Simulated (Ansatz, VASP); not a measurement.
# CdCu in two plane-wave programs, part 2 of 2

One calculation is typed for both programs; each brings its own data sets and cutoff. How far apart do they land? The cell is invented: As first built, before any earlier steps moved the atoms: it takes the CdAg structure with some of its atoms replaced by other elements, volume scaled by an estimate. It may not be a known or stable phase. The cell comes out of the VASP series on this material, whose earlier steps may have relaxed, scaled or displaced it; both programs get it as it stands.

VASP 6.6.1 and Ansatz 0.2.0.

So far. Step 2 (VASP: single point, PBE with D3(BJ)): The run ends at a pressure of -0.05 GPa. Step 3 (Ansatz: single point, PBE with D3(BJ)): The run ends at a pressure of 0.16 GPa.

## (6) VASP: band structure, PBE with D3(BJ), spin-orbit coupling

Level of this step: PBE with D3(BJ), spin-orbit coupling; plane waves and PAW (Cd, Cu); invented cell (VASP).

The same cell, functional, mesh and smearing now go to VASP, with its own data sets and cutoff.

The input, INCAR:

```
SYSTEM = CdCu
PREC = Accurate
ENCUT = 400
EDIFF = 1E-06
NELM = 100
ISMEAR = 0
SIGMA = 0.05
LREAL = .FALSE.
ALGO = Normal
GGA = PE
IVDW = 12
LNONCOLLINEAR = .TRUE.
MAGMOM = 0 0 0 0 0 0
NBANDS = 34
GGA_COMPAT = .FALSE.
LASPH = .TRUE.
LSORBIT = .TRUE.
LMAXMIX = 4
LORBIT = 11
LWAVE = .FALSE.
LCHARG = .FALSE.
```

The input, POSCAR:

```
CdCu
1.0
    1.4363146945      0.8292570932      4.4033760212
   -1.4363146945      0.8292570932      4.4033760212
    0.0000000000     -1.6585141864      4.4033760212
Cd Cu
1 1
Direct
    0.5000000000      0.5000000000      0.5000000000
    0.0000000000      0.0000000000      0.0000000000
```

The input, KPOINTS:

```
Automatic mesh
0
Gamma
7 7 7
0 0 0
```

The input, KPOINTS_OPT:

```
Line mode
16
Line-mode
Reciprocal
  0.00000000   0.00000000   0.00000000 GAMMA
  0.50000000   0.00000000   0.00000000 L

  0.50000000   0.00000000   0.00000000 L
  0.50000000   0.19031037  -0.19031037 B1

  0.80968963   0.50000000   0.19031037 B
  0.50000000   0.50000000   0.50000000 Z

  0.50000000   0.50000000   0.50000000 Z
  0.00000000   0.00000000   0.00000000 GAMMA

  0.00000000   0.00000000   0.00000000 GAMMA
  0.34515518   0.00000000  -0.34515518 X

  0.65484482   0.34515518   0.00000000 Q
  0.50000000   0.50000000   0.00000000 F

  0.50000000   0.50000000   0.00000000 F
  0.65484482   0.65484482   0.19031037 P1

  0.65484482   0.65484482   0.19031037 P1
  0.50000000   0.50000000   0.50000000 Z

  0.50000000   0.00000000   0.00000000 L
  0.80968963   0.34515518   0.34515518 P
```

PAW data sets: Cd and Cu (PBE family, release 64).

Started as:

```sh
> mpirun -np 1 vasp_ncl
```

Numbers of over 12 decimals in the logs are rounded to 6 here.

The program printed:

```text
[... set-up lines as in an earlier step ...]
 entering main loop
       N       E                     dE             d eps       ncg     rms          rms(c)
DAV:   1     0.190258242910E+03    0.19026E+03   -0.93114E+03  3112   0.161E+03
DAV:   2     0.801714332871E+01   -0.18224E+03   -0.16978E+03  3022   0.366E+02
DAV:   3    -0.472594510465E+01   -0.12743E+02   -0.11997E+02  3422   0.121E+02
DAV:   4    -0.494128408501E+01   -0.21534E+00   -0.21492E+00  3504   0.167E+01
[...]
DAV:  12    -0.418791175192E+01    0.47572E-04   -0.24195E-04  4028   0.401E-01    0.168E-02
DAV:  13    -0.418790985742E+01    0.18945E-05   -0.10618E-05  4142   0.662E-02    0.401E-03
DAV:  14    -0.418791004820E+01   -0.19079E-06   -0.34772E-07  2086   0.149E-02
   1 F= -.52210989E+01 E0= -.52202414E+01  d E =-.171493E-02  mag=     0.0000    -0.0000    -0.0000
 Start KPOINTS_OPT (optional k-point list driver)
k-point batch [1-44\144]
       N       E                     dE             ncg
DAV:   1     0.788929461352E+04   -0.20108E+05     3112
DAV:   2    -0.250055123761E+02   -0.79143E+04     3020
DAV:   3    -0.567179913148E+03   -0.54217E+03     3344
DAV:   4    -0.576325447135E+03   -0.91455E+01     3520
DAV:   5    -0.576497221356E+03   -0.17177E+00     3738
DAV:   6    -0.576503231524E+03   -0.60102E-02     3516
DAV:   7    -0.576503545607E+03   -0.31408E-03     3430
DAV:   8    -0.576503560239E+03   -0.14632E-04     2890
DAV:   9    -0.576503561000E+03   -0.76086E-06     2160
[...]
k-point batch [133-144\144]
       N       E                     dE             ncg
DAV:   1     0.236315079699E+05   -0.80903E+04      832
DAV:   2     0.214467484762E+05   -0.21848E+04      816
DAV:   3     0.212899452033E+05   -0.15680E+03      980
DAV:   4     0.212874310879E+05   -0.25141E+01      912
DAV:   5     0.212873833573E+05   -0.47731E-01     1022
DAV:   6     0.212873816169E+05   -0.17404E-02      918
DAV:   7     0.212873815242E+05   -0.92710E-04      980
DAV:   8     0.212873815194E+05   -0.48033E-05      768
DAV:   9     0.212873815191E+05   -0.24817E-06      512
```

From OUTCAR (step 6):

```text
 Edisp (eV)   -1.03319

  Total       0.05479     0.05479     0.04694     0.00000     0.00000     0.00000
  in kB       2.78957     2.78957     2.39000     0.00000     0.00000     0.00000
  external pressure =        2.66 kB  Pullay stress =        0.00 kB

 POSITION                                       TOTAL-FORCE (eV/Angst)
 -----------------------------------------------------------------------------------
      0.00000      0.00000      6.60506         0.000000      0.000000      0.000000
      0.00000      0.00000      0.00000         0.000000     -0.000000     -0.000000
 -----------------------------------------------------------------------------------
    total drift:                               -0.000000     -0.000000     -0.000000

  FREE ENERGIE OF THE ION-ELECTRON SYSTEM (eV)
  ---------------------------------------------------
  free  energy   TOTEN  =        -5.2210989129 eV

  energy  without entropy=       -5.2193839864  energy(sigma->0) =       -5.22024145

 magnetization (x)
# of ion       s       p       d       tot
------------------------------------------
    1        0.000   0.000   0.000   0.000
    2       -0.000  -0.000   0.000  -0.000
--------------------------------------------------
tot         -0.000  -0.000   0.000  -0.000

 magnetization (y)
# of ion       s       p       d       tot
------------------------------------------
    1        0.000  -0.000   0.000  -0.000
    2        0.000   0.000   0.000   0.000
--------------------------------------------------
tot          0.000  -0.000   0.000   0.000

 magnetization (z)
# of ion       s       p       d       tot
------------------------------------------
    1        0.000   0.000   0.000   0.000
    2        0.000   0.000   0.000   0.000
--------------------------------------------------
tot          0.000   0.000   0.000   0.000

[... 1 part as in an earlier step ...]

[... 2 further parts left out ...]
[key lines of the parts left out:]
E-fermi :   4.9009
```

The run ends at a pressure of 0.27 GPa.

## (7) Differences

What differs besides the data sets and the points named for the pairs above, as far as they apply: spin-orbit coupling enters by fully relativistic files in Ansatz and inside the spheres in VASP; the data sets hold 39 valence electrons in Ansatz (fully relativistic PAW (standard-fr) files) and 23 in VASP. Total energies have different zeros and are not compared.

Both answers:

```tsv
quantity	Ansatz	VASP	difference
pressure (GPa)	0.40	0.27	+0.14
```

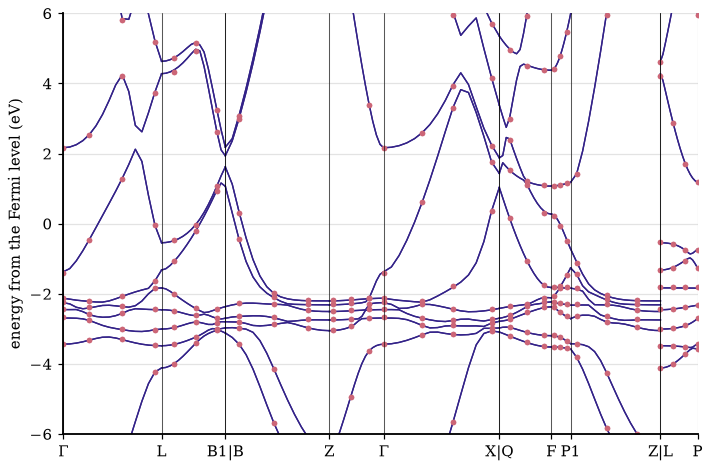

Bands from VASP (lines) and levels from Ansatz (dots). Dots without a line are higher empty bands that the VASP plot leaves out.

Levels from 3 eV below to 2 eV above the Fermi level differ by 15 meV r.m.s. and 38 meV at most; each VASP level is matched to the nearest of Ansatz, which flatters the figure a little. Ansatz's pressure holds a Pulay correction of 0.09 GPa; VASP's holds none.

## (8) Summary of results

```
difference in pressure (single point, PBE with D3(BJ))                                                  : 0.22 GPa
r.m.s. difference of levels near the Fermi level (band structure, PBE with D3(BJ), spin-orbit coupling) : 15 meV
```

**Reading.** The difference in pressure is 0.22 GPa (single point, PBE with D3(BJ)), within the 1 GPa picked in this series as the mark of a large difference. Differences of this kind measure data sets and numerical settings, not the functional's error against experiment.

[Lines on the potential files, build, host, timing and source positions are cut from VASP's logs without a mark.]

[Logs are printed without paths, hosts, clocks, repeated set-up lines and the standing remarks that a program may print on its own settings, such as how far it seeks lower states.]

[Hosts, paths, dates, database ids (printed as entryN), source tags and the programs' standing remarks are cut or masked in the printed files.]
